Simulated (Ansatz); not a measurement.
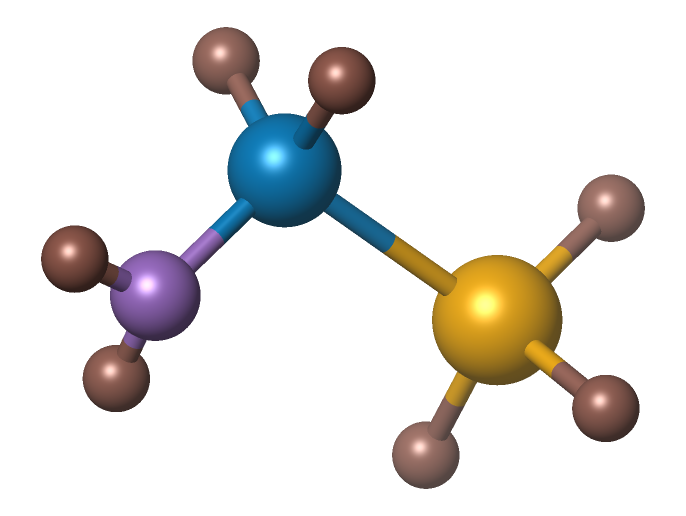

Rendered structure (ball-and-stick style). Colours: nitrogen purple, silicon blue, tin orange, hydrogen brown.

The geometry was computed by an optimisation with PBE0-D4/def2-TZVP.

**Which formula does it have?**

H7NSiSn, 10 atoms: 7 hydrogen, 1 nitrogen, 1 silicon and 1 tin.

**Give the symmetry (Schoenflies symbol).**

C1.

**How many sets of symmetry-equivalent atoms are there?**

10: 1 N, 1 Si, 1 Sn, 1 H, 1 H, 1 H, 1 H, 1 H, 1 H, 1 H.

**Name functional groups in it.**

Among them: Si–H bond, Si–N bond.

**What is its SMILES?**

N[SiH2][SnH3]

The parts below concern this one geometry. Atoms keep their numbers from picture to picture.

### Shape

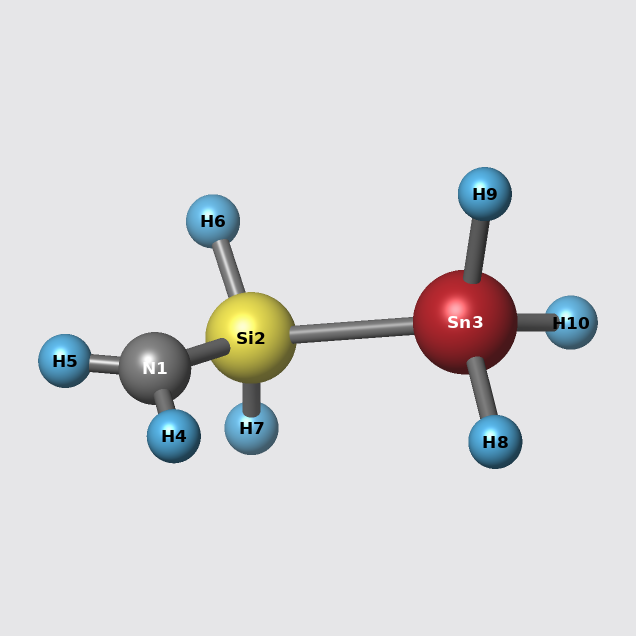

The atoms are numbered.

Estimate the angles Si2–N1–H4, Si2–N1–H5, N1–Si2–Sn3, N1–Si2–H6, N1–Si2–H7, Sn3–Si2–H6, Sn3–Si2–H7, Si2–Sn3–H8, Si2–Sn3–H9, Si2–Sn3–H10.

| angle | degrees |
| --- | --- |
| Si2–N1–H4 | 119.8 |
| Si2–N1–H5 | 119.5 |
| N1–Si2–Sn3 | 108.1 |
| N1–Si2–H6 | 107.5 |
| N1–Si2–H7 | 115.7 |
| Sn3–Si2–H6 | 110.6 |
| Sn3–Si2–H7 | 108.4 |
| Si2–Sn3–H8 | 110.3 |
| Si2–Sn3–H9 | 111.9 |
| Si2–Sn3–H10 | 111.7 |

### Levels of theory compared

Program: Ansatz 0.2.0.

At this fixed geometry, give HOMO energy (eV), HOMO–LUMO gap (eV), dipole (D) at these levels: B3LYP-D4/def2-TZVPP; PBE-D4/def2-TZVPP; r2SCAN-D4/def2-TZVPP; ωB97M-V/def2-TZVPP.

```tsv
level	HOMO energy (eV)	HOMO–LUMO gap (eV)	dipole (D)
B3LYP-D4/def2-TZVPP	−7.08	6.60	1.77
PBE-D4/def2-TZVPP	−6.01	4.96	1.75
r2SCAN-D4/def2-TZVPP	−6.30	5.59	1.78
ωB97M-V/def2-TZVPP	−9.41	10.70	1.76
```

### Charges

The questions are on Mulliken charges. Level of theory: RKS r2SCAN-D4/def2-TZVPP, core potentials on Sn (Ansatz 0.2.0).

List the Mulliken charges.

| atom | value (e) |
| --- | --- |
| N1 | −0.44 |
| Si2 | 0.28 |
| Sn3 | 0.41 |
| H4 | 0.16 |
| H5 | 0.15 |
| H6 | −0.08 |
| H7 | −0.11 |
| H8 | −0.13 |
| H9 | −0.12 |
| H10 | −0.12 |

### Vibrations

Harmonic vibrations computed with RKS PBE0-D4/def2-TZVP, core potentials on Sn (Ansatz 0.2.0) at a stationary point of the same level.

**List the wavenumbers.**

24 modes: 60, 129, 196, 302, 319, 388, 397, 524, 667, 685, 732, 733, 789, 854, 914, 965, 1584, 1919, 1932, 1937, 2160, 2218, 3595, 3689 cm⁻¹.

Mulliken values depend strongly on the basis set and can even reverse the polarity of a bond.
